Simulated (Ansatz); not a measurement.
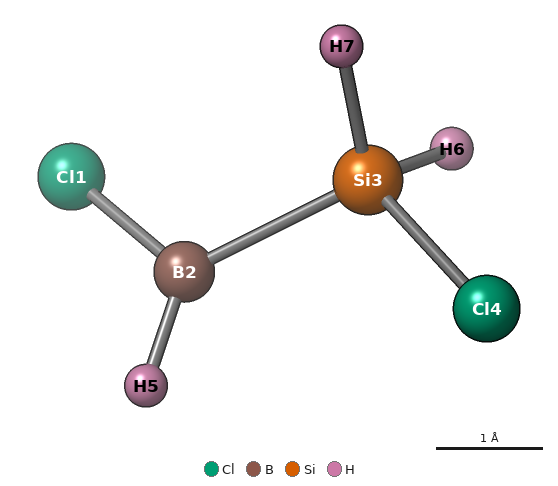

Orthographic view. Distant atoms are faded towards the background colour. The computed structure is the end point of a PBE0-D4/def2-TZVP optimisation. No frequency run is at hand to confirm it as a minimum.

Give the geometry as a Z-matrix, atoms in numerical order, with these reference atoms: 2 to 1; 3 to 2, 1; 4 to 3, 2, 1; 5 to 2, 1, 3; 6 to 3, 2, 5; 7 to 3, 6, 2.

```
Cl 
B    1   1.739
Si   2   2.015   1   117.2
Cl   3   2.062   2   111.4   1   180.0
H    2   1.192   1   117.0   3   180.0
H    3   1.486   2   110.3   5   119.9
H    3   1.486   6   108.8   2  -121.1
```
